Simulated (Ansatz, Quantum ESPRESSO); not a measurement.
# Where does added charge sit? 12 metal surfaces against an electrode

A charged slab and an electrode form a capacitor. How far does its effective gap ε₀/C fall short of the distance from the top atoms?

Set-up. Quantum ESPRESSO 7.5, ESM with bc3: vacuum below, a metal electrode at the cell's upper end. Ions are fixed where Ansatz 0.2.0 (PAW) or pw.x relaxed them, under PBE, with D3(BJ) for stacks. Runs without a † are unpolarised. C comes from the runs at the smallest and the largest positive charge, about 1.5 and 6×10¹³ e per cm² of the starting cell (electrons removed).

What came out:

| system | level | top atoms to electrode (Å) | C (µF/cm²) | ε₀/C (Å) | shortfall (Å) | shift of the far face's level (eV) |
| --- | --- | --- | --- | --- | --- | --- |
| Ba(110), 5 layers | PBE, GBRV ultrasoft | 5.04 | 3.25 | 2.72 | 2.31 | −0.02 |
| Y(0001), 4 layers | PBEsol, GBRV ultrasoft | 6.03 | 2.36 | 3.75 | 2.29 | 0.00 |
| Ti(0001), 4 layers + Na on fcc | PBE, GBRV ultrasoft | 5.97 | 2.39 | 3.71 | 2.26 | 0.00 |
| Sc(0001), 4 layers | PBE, GBRV ultrasoft | 7.07 | 1.83 | 4.83 | 2.25 | 0.00 |
| Sr(111), 5 layers | PBE, GBRV ultrasoft | 7.07 | 1.83 | 4.83 | 2.24 | 0.00 |
| Zr(0001), 4 layers + Na on fcc | PBE, GBRV ultrasoft | 6.94 | 1.88 | 4.72 | 2.23 | −0.01 |
| Mo(110), 4 layers + Na on longbridge | PBE, GBRV ultrasoft | 7.01 | 1.84 | 4.81 | 2.19 | 0.00 |
| Nb(110), 4 layers + Na on longbridge | PBE, GBRV ultrasoft | 6.98 | 1.85 | 4.80 | 2.18 | −0.01 |
| Ca(111), 5 layers | PBE, GBRV ultrasoft | 7.07 | 1.81 | 4.89 | 2.18 | −0.02 |
| Hf(0001), 4 layers | PBE, GBRV ultrasoft | 5.02 | 3.10 | 2.85 | 2.17 | −0.02 |
| Zr(0001), 4 layers | PBE, GBRV ultrasoft | 7.02 | 1.82 | 4.86 | 2.16 | 0.00 |
| Pt(111), 4 layers + Li on fcc | PBE, GBRV ultrasoft | 6.96 | 1.82 | 4.87 | 2.09 | 0.00 |

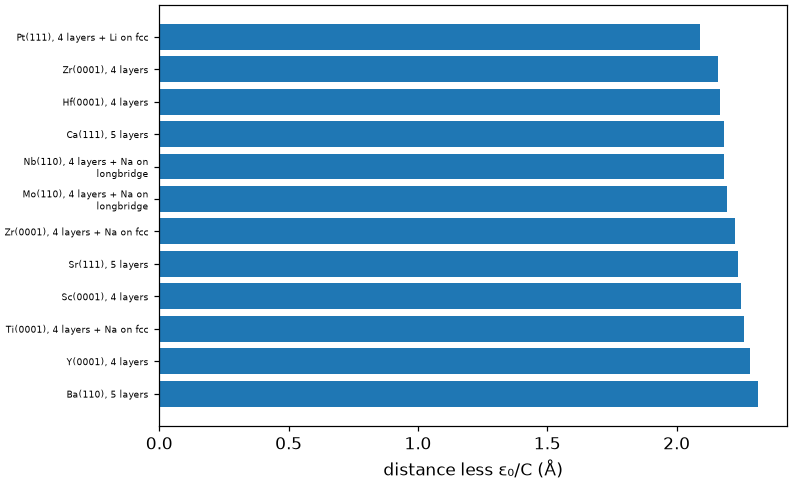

Shortfall of the effective gap.

**Answer.** The shortfall runs from 2.31 Å (Ba(110), 5 layers) to 2.09 Å (Pt(111), 4 layers + Li on fcc). On 12 of 12 the far face's level moves by under 0.08 eV: these screen like a metal, and the shortfall is the height of the image plane over the top atoms. By hand, for the first row: C = (0.1069 − 0.0267) e / (17.819 Å² × 2.217 V) × 1602 = 3.25 µF/cm², and 8.854/3.25 = 2.72 Å.

What the numbers leave out: C was taken on the side of removed electrons; at zero charge the shortfall can differ. Slabs are four or five layers thick. Rows were grouped by the size of the shortfall, and levels differ between them. Of 226 systems run, those whose charged runs converged are listed in this or a sister table.
